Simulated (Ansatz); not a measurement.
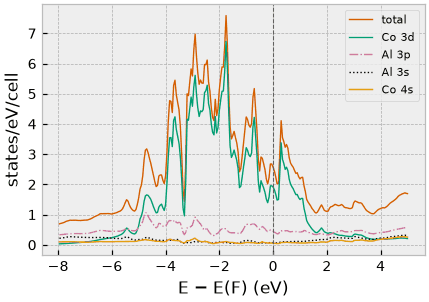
Figure. Total and projected density of states of AlCo in space group Cmcm (No. 63; Al on 4c, Co on 4c), plane-wave PAW r²SCAN (Ansatz code)

Which orbitals carry the states next to the Fermi level?

Within 0.5 eV of the Fermi level: Co 3d 75 %, Al 3p 17 %. Projections are on Löwdin-orthogonalised atomic valence shells; empty p or d shells of many metals are not among them.

Where is the tallest occupied peak in this window, and what makes it?

Near -1.8 eV, about 7.6 states/eV per cell; the largest projected share is Co 3d.

The start of the workflow was typed in or built on a structure type; neither database checked (COD, Materials Project) lists it. Its standing as an ambient phase is unchecked. Symmetry was held in the r²SCAN relaxation; whether a distortion lowers the energy is not shown. Spin order of the final state: ferromagnetic, chosen from 2 collinear starts compared on coarse meshes (ties went to the first, and starts can fall back to one state), not a proven ground state. Other orbital occupations within this spin state were not tried.

Potentials: the earlier of the program's two PAW sets.
